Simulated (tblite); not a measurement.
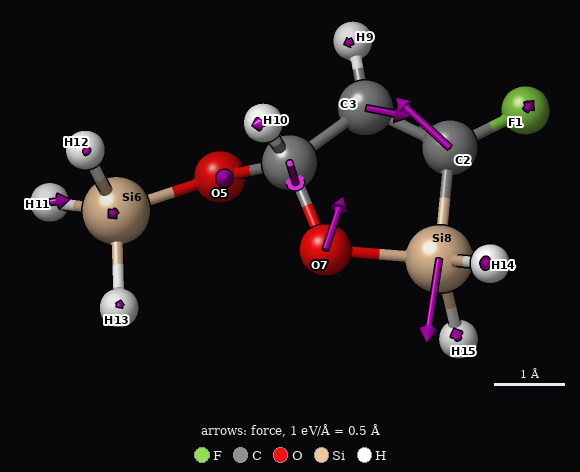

Starting geometry of C3H7FO2Si2 with the computed forces as purple arrows. A ball-and-stick model, seen at a tilt.

The calculation used tblite 0.8.0, GFN2-xTB geometry optimisation, gas phase. 

Is this structure relaxed? If not, where do the atoms go?

It isn't relaxed: the largest force vector, on a Si atom, is 2.82 eV/Å. The final displacements have little in common with the starting forces (cosine between the two patterns 0.11). An H atom moves most after the best rigid fit: 2.36 Å. By element the largest moves are H 2.36 Å, F 1.16 Å, O 1.12 Å, C 0.68 Å, Si 0.62 Å. Some distances before and after: C–Si 1.810 → 1.892 Å, C–O 1.432 → 1.375 Å, C–O 1.448 → 1.400 Å, O–Si 1.680 → 1.638 Å. Among the angles between lasting bonds that change: O–Si–H 109.0° → 97.2°, C–O–Si 117.5° → 128.6°, C–O–Si 110.9° → 116.7°. Groups turn about C–O by about 110°. After 195 geometry steps the energy has fallen by 0.480 eV.
